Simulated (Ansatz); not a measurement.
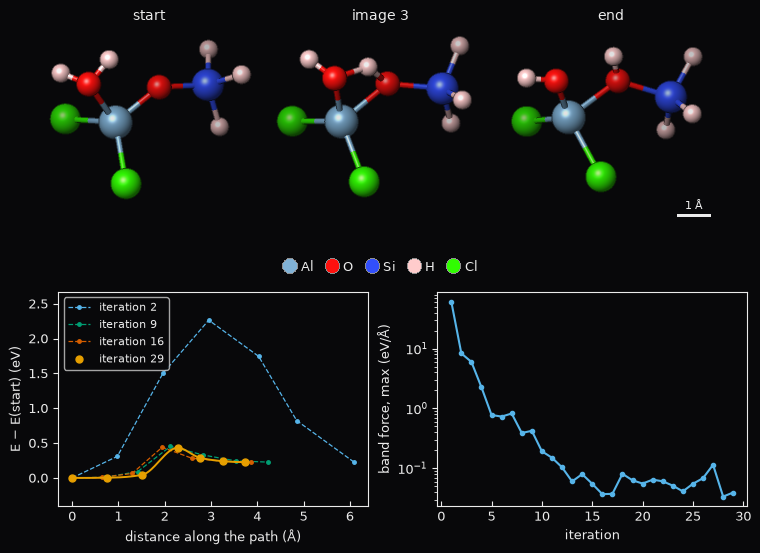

A nudged-elastic-band calculation for AlSiH₅O₂Cl₂. Images are numbered from 0 (start) to 6 (end). The plot follows the band through its iterations. A ball-and-stick model, seen at a tilt.

The calculation used Ansatz 0.2.0, RKS PBE-D4/6-31G*. Settings: 5 movable images; climbing image; force threshold 0.05 eV/Å; iteration limit 60; starting path through a guess of the saddle point.

Question: Did the band converge, and can the barrier be trusted?

Answer: The result is final at these settings. The band converged in 29 iterations. The largest component of the band force went from 61 to 0.039 eV/Å. The climbing image converged on the top of the path. Its vibrational analysis gives one imaginary mode (847i cm⁻¹), as a transition state must have. The first iteration put the highest image at 8.73 eV. The energy climbs by 0.43 eV to image 3 and then falls by 0.21 eV, so the end point sits at +0.23 eV.

Cost: 3.5 min on 4 threads of Arm Neoverse V2 (shared host), peak memory 0.18 GiB.
